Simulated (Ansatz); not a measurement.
## Decaying states in the gap of Cs2SnN2: relaxing the new crystal

Ansatz 0.2.0; LDA DFT, plane waves, PAW files.

The structure was built from a prototype and need not be the compound's stable phase.

Symmetry: P-3m1, No. 164, trigonal system. The conventional cell has a = 3.938 Å, b = 3.938 Å, c = 6.598 Å, α = 90.00°, β = 90.00°, γ = 120.00°. Nearest to Cs lie 4 N at 2.51 to 2.62 Å and 3 Cs at 2.75 Å. Nearest to Sn lie 6 N at 2.70 Å. Nearest to N lie 4 Cs at 2.51 to 2.62 Å and 3 Sn at 2.70 Å. It derives from Li2HfN2. Cs for Li, Sn for Hf in the Li2HfN2 structure of space group P-3m1. Farther neighbours and most contacts between anions are not listed.

The steps of the relaxation (22 of 25):

| step | energy less that of the first step (eV) | largest force component (eV/Å) | pressure (GPa) | volume (Å³) |
| --- | --- | --- | --- | --- |
| 1 | 0.0000 | 5.7312 | 24.87 | 88.60 |
| 2 | -2.8282 | 2.6825 | 9.28 | 95.20 |
| 3 | -4.1391 | 1.7178 | 4.00 | 97.53 |
| 4 | -4.9836 | 0.8015 | 1.18 | 98.58 |
| 6 | -5.8497 | 0.2451 | -0.81 | 98.21 |
| 7 | -6.1598 | 0.2900 | 1.34 | 94.77 |
| 8 | -6.2709 | 0.2410 | -0.73 | 94.60 |
| 9 | -6.1574 | 0.8898 | 3.46 | 90.17 |
| 10 | -6.2805 | 0.0134 | 0.07 | 93.81 |
| 11 | -6.2804 | 0.0025 | -0.04 | 93.88 |
| 12 | -6.2805 | 0.0022 | 0.01 | 93.83 |
| 14 | -6.8525 | 0.0216 | 1.83 | 96.11 |
| 15 | -6.9204 | 0.0765 | 0.84 | 98.77 |
| 16 | -6.9318 | 0.0514 | 0.11 | 101.64 |
| 17 | -6.9328 | 0.0044 | -0.06 | 101.49 |
| 18 | -6.9329 | 0.0002 | -0.01 | 101.43 |
| 19* | -6.9714 | 0.0022 | 0.18 | 101.43 |
| 20 | -6.9737 | 0.0063 | 0.05 | 103.12 |
| 22 | -6.9726 | 0.0004 | 0.00 | 103.88 |
| 23* | -6.9780 | 0.0003 | 0.01 | 103.88 |
| 24 | -6.9775 | 0.0035 | 0.00 | 104.27 |
| 25* | -6.9782 | 0.0035 | 0.00 | 104.27 |

Relaxation steps marked * repeat the geometry before them on a plane-wave basis chosen anew for their cell, so energy and pressure can jump there. Other such steps can lie between the rows shown. Relaxation step 9 was tried and not accepted.

The run keeps the 12 symmetry operations that it works with, so distortions that break them were not tested.

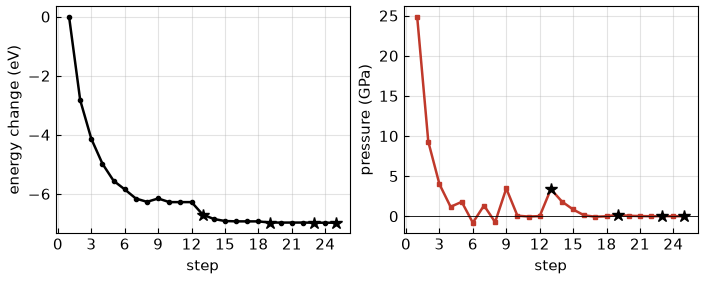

Energy and pressure along the relaxation. Stars mark steps on a basis chosen anew.

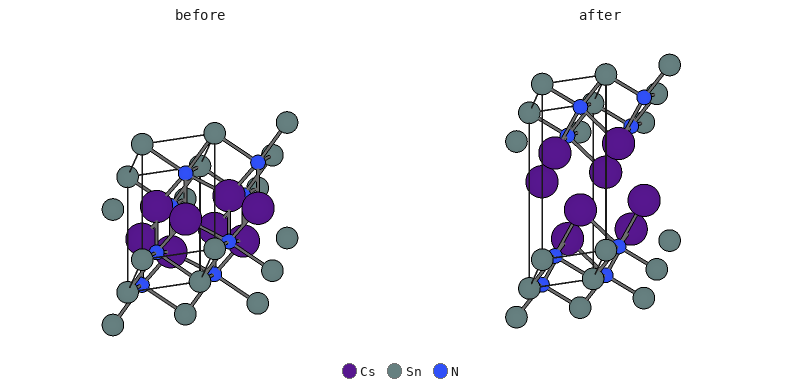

The structure before and after the relaxation, drawn at the same scale. Bonds to atoms that aren't drawn are left out.

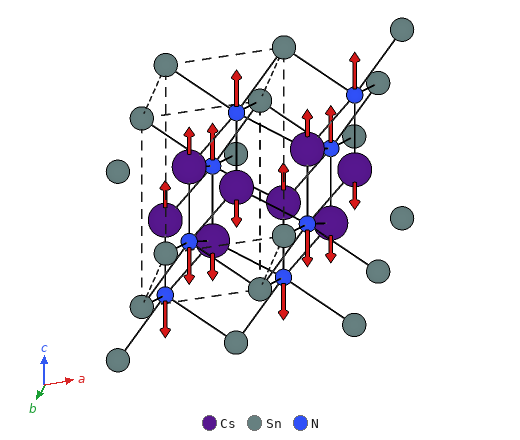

Displacements in the relaxation, exaggerated, measured against the changing cell; the longest in the cell stands for 1.09 Å. Bonds to atoms that aren't drawn are left out. 2×2×1 cells are drawn. Some periodic images of atoms are drawn too.

| cell as run | before | after | change |
| --- | --- | --- | --- |
| a (Å) | 3.938 | 3.464 | -12.0 % |
| b (Å) | 3.938 | 3.464 | -12.0 % |
| c (Å) | 6.598 | 10.032 | +52.1 % |
| volume (Å³/atom) | 17.72 | 20.85 | +17.7 % |

The atoms that moved most (Å, as changes of fractional coordinates times the final cell):

| atom | dx | dy | dz | length |
| --- | --- | --- | --- | --- |
| N4 | 0.000 | 0.000 | 1.091 | 1.091 |
| N5 | 0.000 | 0.000 | -1.091 | 1.091 |
| Cs2 | 0.000 | 0.000 | 0.814 | 0.814 |
| Cs1 | 0.000 | 0.000 | -0.814 | 0.814 |

Final coordinates:

```cif
data_structure
_symmetry_space_group_name_H-M 'P 1'
_symmetry_Int_Tables_number 1
_cell_length_a 3.4644
_cell_length_b 3.4644
_cell_length_c 10.0321
_cell_angle_alpha 90.000
_cell_angle_beta 90.000
_cell_angle_gamma 120.000
_cell_volume 104.27
loop_
_atom_site_label
_atom_site_type_symbol
_atom_site_fract_x
_atom_site_fract_y
_atom_site_fract_z
_atom_site_occupancy
Cs1 Cs 0.66667 0.33333 0.30168 1
Cs2 Cs 0.33333 0.66667 0.69832 1
Sn3 Sn 0.00000 0.00000 0.00000 1
N4 N 0.66667 0.33333 0.88817 1
N5 N 0.33333 0.66667 0.11183 1
```

Numbers from this step:

* free energy: -17636.0099 eV
* Fermi energy: 10.54 eV
* pressure: 0.004944 GPa

**Question.** Which input gives these results?

The system, level and task follow from the heading and the kind of results. Meshes, cutoffs and thresholds can't be read from the results; these are the ones that the run used.

input.yaml

```yaml
crystal:
  lattice:
    - [3.9378123599, 0.0, 0.0]
    - [-1.9689061799, 3.410245539, 0.0]
    - [0.0, 0.0, 6.5975601291]
  atoms:
    - { symbol: Cs, position: [0.6666666667, 0.3333333333, 0.38278857] }
    - { symbol: Cs, position: [0.3333333333, 0.6666666667, 0.61721143] }
    - { symbol: Sn, position: [0.0, 0.0, 0.0] }
    - { symbol: "N", position: [0.6666666667, 0.3333333333, 0.77938486] }
    - { symbol: "N", position: [0.3333333333, 0.6666666667, 0.22061514] }
kpoints:
  mp_grid: { grid: [6, 6, 4] }
scf:
  occupations: { method: gaussian, width: 0.03 }
hamiltonian:
  xc: lda
output:
  forces: true
  stress: true
relax:
  f_tol: 0.02
  max_steps: 60
  cell: {}
```

Run with:

```bash
$ ansatz run input.yaml --threads 2 --pin off --max-ram 4096MiB --backend cpu --events-out ev --progress --plain --runs-dir out
```

[Logs are printed without paths, hosts, clocks, repeated set-up lines and the standing remarks that a program may print on its own settings, such as how far it seeks lower states.]

[Hosts, paths, dates, database ids (printed as entryN), source tags and the programs' standing remarks are cut or masked in the printed files.]
